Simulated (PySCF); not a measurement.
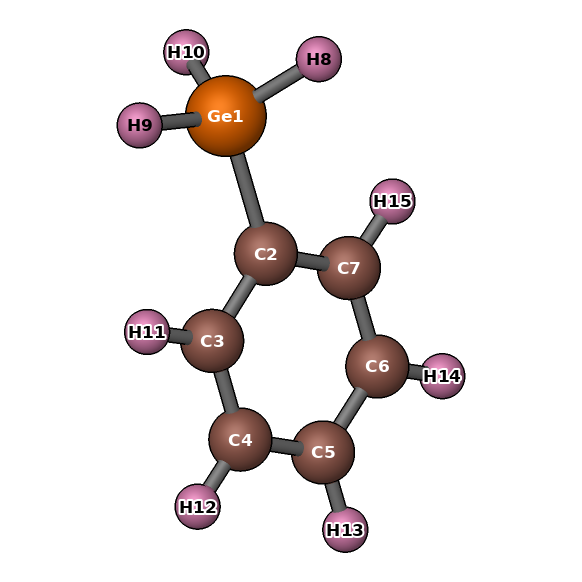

Every bond is drawn as one stick. Computed geometry: PBE0-D3(BJ)/def2-SVP optimisation. No frequency run is at hand to confirm it as a minimum. Method: PBE0/STO-3G (PySCF 2.14.0).

Which bond between heavy atoms has the lowest Mayer bond order?

Answer. Ge1–C2, 0.93, at 1.947 Å.

List the Mayer bond orders of Ge1–C2, C2–C3, C2–C7, C3–C4, C4–C5, C5–C6, C6–C7 (bonds between heavy atoms, one of each equivalent set).

```tsv
bond	Mayer order	length (Å)
Ge1–C2	0.93	1.947
C2–C3	1.41	1.401
C2–C7	1.41	1.402
C3–C4	1.43	1.395
C4–C5	1.43	1.393
C5–C6	1.43	1.395
C6–C7	1.44	1.394
```
